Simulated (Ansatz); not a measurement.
**ZnS with a defect (Au on a Zn site): a single-point run**

Aim: the field gradients at the nuclei of ZnS with a defect (Au on a Zn site), from a sound single-point run.

The COD entry's cell or inner coordinates are ideal or old and differ from later refinements, so a difference from it is no clean test against experiment.

Program: Ansatz 0.2.0. Level of theory: DFT, PBE, plane-wave PAW, default files, scalar-relativistic. These are calculated values, not measurements.

2 further runs of the same task are left out: 1 that didn't finish, 1 set aside as unsound or not needed.

## 1. Starting point

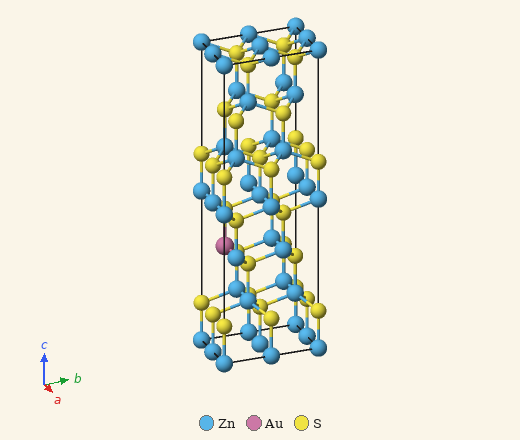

Start, viewed slightly off an axis; zinc blue, gold pink, sulfur yellow. Atoms on the faces are drawn again on the opposite ones.

The input asks for a charge of +1 e on the cell.

Structure file:

```xyz
48
Lattice="7.6240 0.0000 0.0000 -3.8120 6.6026 0.0000 0.0000 0.0000 18.6900" Properties=species:S:1:pos:R:3 pbc="T T T"
Zn    0.0000    0.0000    0.0000
Zn   -1.9060    3.3013    0.0000
Zn    3.8120    0.0000    0.0000
Zn    1.9060    3.3013    0.0000
Zn    0.0000    0.0000    9.3450
Zn   -1.9060    3.3013    9.3450
Zn    3.8120    0.0000    9.3450
Zn    1.9060    3.3013    9.3450
Zn    0.0000    2.2009    3.1151
Zn   -1.9060    5.5021    3.1151
Zn    3.8120    2.2009    3.1151
Zn    1.9060    5.5021    3.1151
Zn    1.9060    1.1004   12.4601
Zn    0.0000    4.4017   12.4601
Zn    5.7180    1.1004   12.4601
Zn    3.8120    4.4017   12.4601
Au    1.9060    1.1004    6.2299
Zn    0.0000    4.4017    6.2299
Zn    5.7180    1.1004    6.2299
Zn    3.8120    4.4017    6.2299
Zn    0.0000    2.2009   15.5749
Zn   -1.9060    5.5021   15.5749
Zn    3.8120    2.2009   15.5749
Zn    1.9060    5.5021   15.5749
S     0.0000    0.0000    2.3362
S    -1.9060    3.3013    2.3362
S     3.8120    0.0000    2.3362
S     1.9060    3.3013    2.3362
S     0.0000    0.0000   11.6812
S    -1.9060    3.3013   11.6812
S     3.8120    0.0000   11.6812
S     1.9060    3.3013   11.6812
S     0.0000    2.2009    5.4513
S    -1.9060    5.5021    5.4513
S     3.8120    2.2009    5.4513
S     1.9060    5.5021    5.4513
S     1.9060    1.1004   14.7963
S     0.0000    4.4017   14.7963
S     5.7180    1.1004   14.7963
S     3.8120    4.4017   14.7963
S     1.9060    1.1004    8.5662
S     0.0000    4.4017    8.5662
S     5.7180    1.1004    8.5662
S     3.8120    4.4017    8.5662
S     0.0000    2.2009   17.9112
S    -1.9060    5.5021   17.9112
S     3.8120    2.2009   17.9112
S     1.9060    5.5021   17.9112
```

## 2. The calculation

input.yaml reads:

```yaml
crystal:
  lattice:
    - [7.624, 0.0, 0.0]
    - [-3.812, 6.6025776784, 0.0]
    - [0.0, 0.0, 18.68999]
  atoms:
    - { symbol: Zn, position: [0.0, 0.0, 0.0] }
    - { symbol: Zn, position: [0.0, 0.5, 0.0] }
    - { symbol: Zn, position: [0.5, 0.0, 0.0] }
    - { symbol: Zn, position: [0.5, 0.5, 0.0] }
    - { symbol: Zn, position: [0.0, 0.0, 0.5] }
    - { symbol: Zn, position: [0.0, 0.5, 0.5] }
    - { symbol: Zn, position: [0.5, 0.0, 0.5] }
    - { symbol: Zn, position: [0.5, 0.5, 0.5] }
    - { symbol: Zn, position: [0.1666666666, 0.3333333334, 0.16667] }
    - { symbol: Zn, position: [0.1666666666, 0.8333333334, 0.16667] }
    - { symbol: Zn, position: [0.6666666666, 0.3333333334, 0.16667] }
    - { symbol: Zn, position: [0.6666666666, 0.8333333334, 0.16667] }
    - { symbol: Zn, position: [0.3333333334, 0.1666666666, 0.66667] }
    - { symbol: Zn, position: [0.3333333334, 0.6666666666, 0.66667] }
    - { symbol: Zn, position: [0.8333333334, 0.1666666666, 0.66667] }
    - { symbol: Zn, position: [0.8333333334, 0.6666666666, 0.66667] }
    - { symbol: Au, position: [0.3333333334, 0.1666666666, 0.33333] }
    - { symbol: Zn, position: [0.3333333334, 0.6666666666, 0.33333] }
    - { symbol: Zn, position: [0.8333333334, 0.1666666666, 0.33333] }
    - { symbol: Zn, position: [0.8333333334, 0.6666666666, 0.33333] }
    - { symbol: Zn, position: [0.1666666666, 0.3333333334, 0.83333] }
    - { symbol: Zn, position: [0.1666666666, 0.8333333334, 0.83333] }
    - { symbol: Zn, position: [0.6666666666, 0.3333333334, 0.83333] }
    - { symbol: Zn, position: [0.6666666666, 0.8333333334, 0.83333] }
    - { symbol: S, position: [0.0, 0.0, 0.125] }
    - { symbol: S, position: [0.0, 0.5, 0.125] }
    - { symbol: S, position: [0.5, 0.0, 0.125] }
    - { symbol: S, position: [0.5, 0.5, 0.125] }
    - { symbol: S, position: [0.0, 0.0, 0.625] }
    - { symbol: S, position: [0.0, 0.5, 0.625] }
    - { symbol: S, position: [0.5, 0.0, 0.625] }
    - { symbol: S, position: [0.5, 0.5, 0.625] }
    - { symbol: S, position: [0.1666666666, 0.3333333334, 0.29167] }
    - { symbol: S, position: [0.1666666666, 0.8333333334, 0.29167] }
    - { symbol: S, position: [0.6666666666, 0.3333333334, 0.29167] }
    - { symbol: S, position: [0.6666666666, 0.8333333334, 0.29167] }
    - { symbol: S, position: [0.3333333334, 0.1666666666, 0.79167] }
    - { symbol: S, position: [0.3333333334, 0.6666666666, 0.79167] }
    - { symbol: S, position: [0.8333333334, 0.1666666666, 0.79167] }
    - { symbol: S, position: [0.8333333334, 0.6666666666, 0.79167] }
    - { symbol: S, position: [0.3333333334, 0.1666666666, 0.45833] }
    - { symbol: S, position: [0.3333333334, 0.6666666666, 0.45833] }
    - { symbol: S, position: [0.8333333334, 0.1666666666, 0.45833] }
    - { symbol: S, position: [0.8333333334, 0.6666666666, 0.45833] }
    - { symbol: S, position: [0.1666666666, 0.3333333334, 0.95833] }
    - { symbol: S, position: [0.1666666666, 0.8333333334, 0.95833] }
    - { symbol: S, position: [0.6666666666, 0.3333333334, 0.95833] }
    - { symbol: S, position: [0.6666666666, 0.8333333334, 0.95833] }
total_charge: 1
kpoints:
  mp_grid: { grid: [3, 3, 1] }
scf:
  OCCUPATIONS: { method: fermi_dirac, width: 0.01 }
  max_iter: 50
hamiltonian:
  xc: pbe
  pseudopotentials: { kind: paw }
output:
  forces: true
  stress: true
  populations: true
  efg:
    quadrupole_moments_barn: { Zn: 0.122, Au: 0.547, S: -0.0694 }
    contact_densities: true
```

Launch:

```sh
$ ansatz run input.yaml --threads 4 --pin off --max-ram 8192MiB --backend cpu --events-out ev --progress --plain --runs-dir out
```

What it wrote:

```text
Error: YAML parse error: error: line 59 column 3: unknown field `OCCUPATIONS`, expected one of max_iter, algorithm, n_extra_bands, self_checks, convergence, lower_state_search, omitted_lower_state_checks, lower_solution_reach, mixing, occupations, eigensolver, initial_density, exx
  --> <input>:59:3
   |
57 |   mp_grid: { grid: [3, 3, 1] }
58 | scf:
59 |   OCCUPATIONS: { method: fermi_dirac, width: 0.01 }
   |   ^ unknown field `OCCUPATIONS`, expected one of max_iter, algorithm, n_extra_bands, self_checks, convergence, lower_state_search, omitted_lower_state_checks, lower_solution_reach, mixing, occupations, eigensolver, initial_density, exx
60 |   max_iter: 50
61 | hamiltonian:
   |
```

Wall time 0.02 s (4 threads of Arm Neoverse V1, shared host); peak memory 0.021 GiB.

## 3. Diagnosis

The program refused the input before any cycle. The line that matters: «line 59 column 3: unknown field `OCCUPATIONS`, expected one of max_iter, algorithm, n_extra_bands, self_checks, convergence, ...»

One keyword is written wrongly, so the input can't be read.

What to do: write the keyword in its listed form.

## 4. Results

| quantity | value |
| --- | --- |
| ending | refused |
| cause | a misspelt key |

In words: No usable result came of this input.
